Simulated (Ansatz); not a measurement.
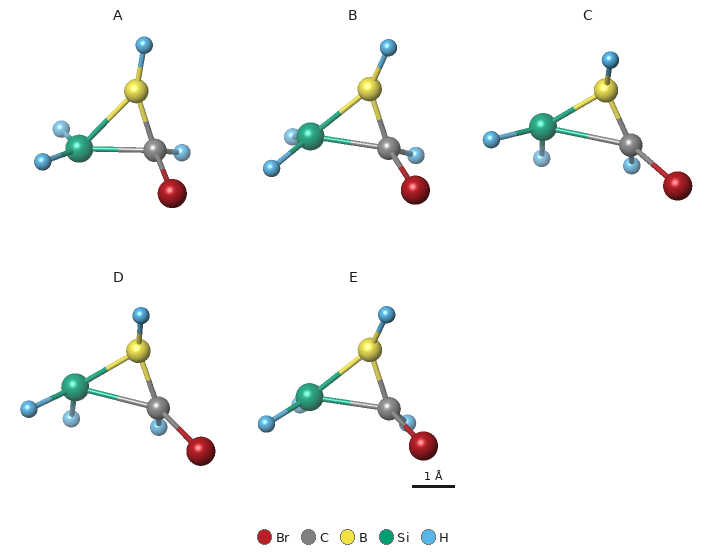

5 geometries from one relaxation of CH4BBrSi (coarse preliminary run), in shuffled order. Style: ball-and-stick. Shown at a tilt.

The start comes from a force field.

The calculation used RKS PBE-D4/def2-SVP in Ansatz. Settings: force threshold 0.03 eV/Å; at most 200 steps.

Q: Put them in the order of the run, from the start to the converged end.

A: A, B, E, D, C. They are steps 0, 2, 5, 8, 15, at +94.1 kJ/mol, +37.5 kJ/mol, +25.0 kJ/mol, +9.66 kJ/mol relative to the last. The atom that moves furthest after the best rigid fit is the Br atom (0.90 Å). Largest moves by element: Br 0.90 Å, H 0.82 Å, Si 0.55 Å, C 0.21 Å, B 0.02 Å. Some distances before and after: Br–Si 3.080 → 3.914 Å, C–Si 1.851 → 2.210 Å, B–Si 2.080 → 1.916 Å, H–Si 1.435 → 1.509 Å. Among the angles between lasting bonds that change: Br–C–Si 111.5° → 142.5°, Si–C–H 116.6° → 85.8°, C–Si–H 116.9° → 95.6°. Over 15 geometry steps the energy falls by 94.1 kJ/mol. Largest force component: 1.4 eV/Å at the start, 0.018 eV/Å at the end.
